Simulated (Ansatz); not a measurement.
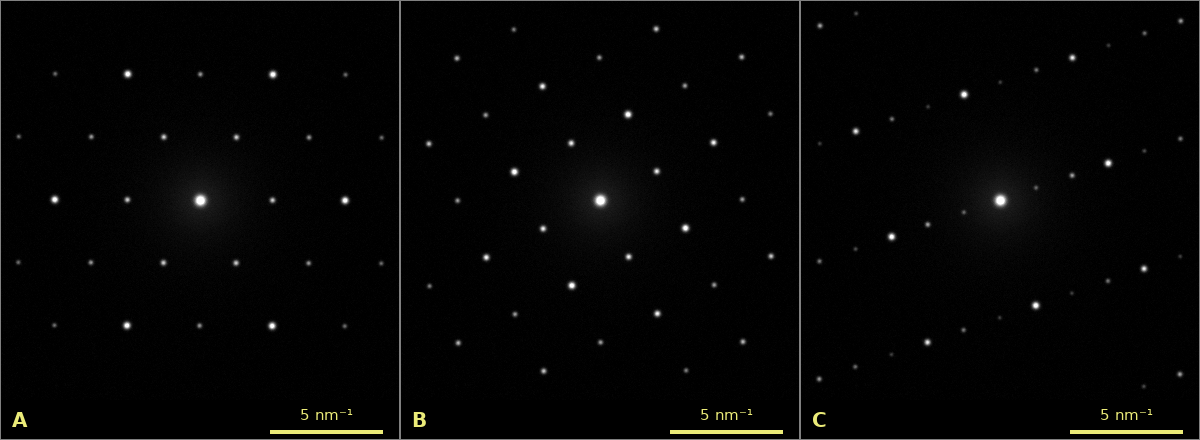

Kinematic electron diffraction patterns (120 kV, B = 0.5 Å², same scale, each along a low-index zone) of three structures of composition Sb2As, each relaxed at zero pressure with DFT PBE, scalar-relativistic, plane waves, PAW (Ansatz).

The structures (standard cells):
1. R3m (No. 160), a = 3.989 Å, c = 17.487 Å (hexagonal axes), 9 atoms; generated start, possibly hypothetical
2. Fd-3m (No. 227), a = 8.660 Å, 24 atoms; generated start, possibly hypothetical
3. Fm-3m (No. 225), a = 6.981 Å, 12 atoms; generated start, possibly hypothetical

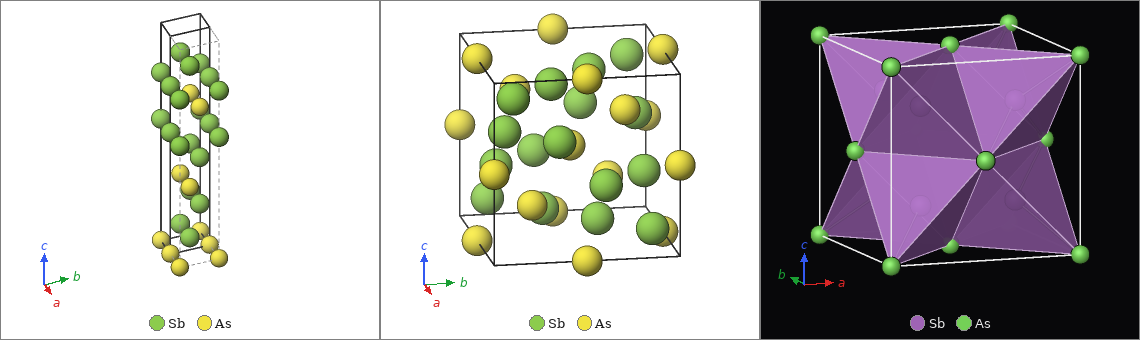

Drawings of the structures 1 to 3, from left to right (each may span several cells).

> Which pattern belongs to which structure, and along which zone?

A is structure 2 along [111] or an equivalent direction: hexagonal net of -2 2 0 at d = 3.06 Å and -2 0 2 at d = 3.06 Å, 60.0° apart. B is structure 3 along [001] or an equivalent direction: square net of 2 0 0 at d = 3.49 Å and 0 2 0 at d = 3.49 Å, 90.0° apart. C is structure 1 along [210] or an equivalent direction: rectangular net of 0 0 3 (weak) at d = 5.83 Å and 1 -2 0 at d = 1.99 Å, 90.0° apart.

> Rank the structures by their computed energy.

Structure 1 (R3m, 26.77 Å³ an atom) is the lowest of these; structure 3 (Fm-3m, 28.35 Å³ an atom) lies about 180 meV an atom higher; structure 2 (Fd-3m, 27.06 Å³ an atom) lies about 530 meV an atom higher. These are static energies at 0 K; other structures, not shown, may lie lower still.
